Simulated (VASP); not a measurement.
Band structure of RuAl (relaxed from the rock salt structure, space group Fm-3m). Calculation: PBEsol GGA, VASP's PBE PAW potentials (set 64) (plane waves; VASP 6.6.1).

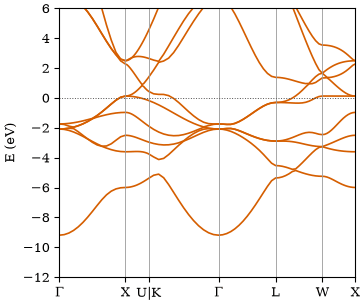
*Bands along high-symmetry lines, zero at the valence-band maximum or, without a gap, the Fermi level*

Question: Read the plot: is there a gap, and where are the band edges?

Answer: It has no gap at this level: it comes out as a metal or semimetal. (Edges off the drawn lines would not show.)

The structure was generated: RuAl was put into the rock salt type (Fm-3m), which need not be its known phase. It was relaxed first, which changed the volume by -38 %. The electron count is odd and the run is not spin-polarised, which forces a metal.
